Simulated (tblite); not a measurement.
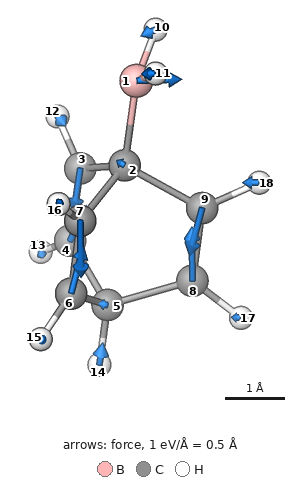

Starting geometry of C$_{8}$H$_{9}$B with the computed forces as blue arrows. Style: ball-and-stick. Shown from a free direction.

All numbers below come from tblite 0.8.0, GFN2-xTB geometry optimisation, gas phase. 

> Is this structure relaxed? If not, where do the atoms go?

It isn't relaxed: the largest force vector, on C7, is 2.29 eV/Å. The final displacements follow the starting forces only in part (cosine between the two patterns 0.57). The atom that moves furthest after the best rigid fit is B1 (0.14 Å). By element the largest moves are B 0.14 Å, H 0.08 Å, C 0.03 Å. Some distances before and after: C6–C7 1.357 → 1.321 Å, C3–C4 1.352 → 1.321 Å, C5–H14 1.116 → 1.088 Å, C4–C5 1.539 → 1.515 Å. Bond angles that change, for instance: B1–C2–C9 113.5° → 109.0°, H10–B1–H11 115.6° → 119.7°, C9–C8–H17 122.4° → 125.8°. Over 16 geometry steps the energy falls by 0.353 eV. Cost: 0.2 s on 1 thread of Arm Neoverse N1, with other jobs on the host.
